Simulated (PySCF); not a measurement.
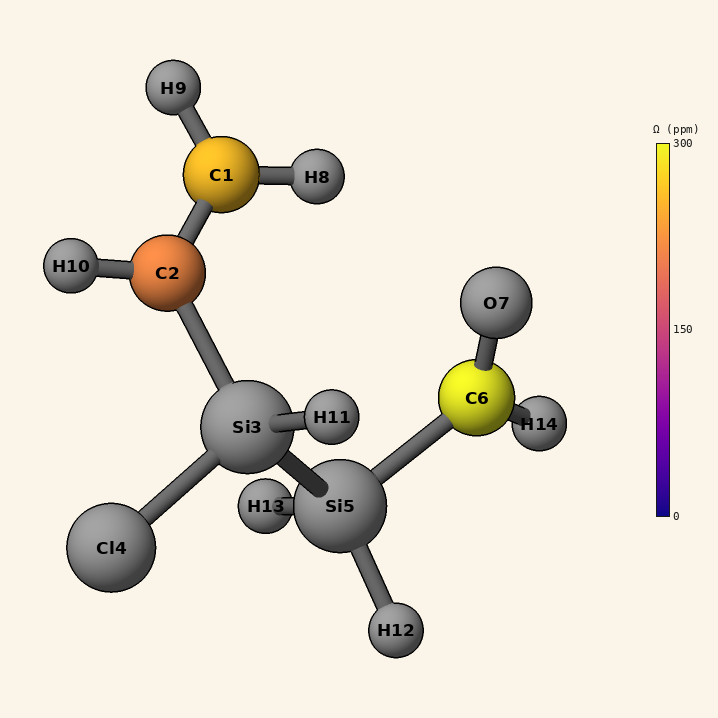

The C atoms are coloured by the span of their shielding tensor. The computed structure is the end point of a GFN2-xTB optimisation. No frequency run is at hand to confirm it as a minimum. Level of theory: GIAO PBE0/pcSseg-1 NMR shielding, non-relativistic, gas phase (PySCF 2.14.0). Principal shieldings σ11 ≤ σ22 ≤ σ33, span Ω = σ33 − σ11, skew κ = 3(σiso − σ22)/Ω.

Question: Which C atom has the most anisotropic shielding?

Answer: C6, with a span of 296 ppm.

Give the shielding tensors of the C atoms.

| atom | σ11 | σ22 | σ33 | σiso | Ω | κ |
| --- | --- | --- | --- | --- | --- | --- |
| C1 | −88.7 | 32.0 | 171.7 | 38.3 | 260.4 | 0.07 |
| C2 | −67.5 | 51.0 | 148.9 | 44.2 | 216.4 | −0.10 |
| C6 | −200.9 | −87.4 | 95.2 | −64.4 | 296.1 | 0.23 |

Shieldings and span in ppm.

The geometry is semi-empirical. Around Si such bond lengths and angles can be off by a tenth of an ångström or more and by several degrees, and values that hang on the shape move with them.
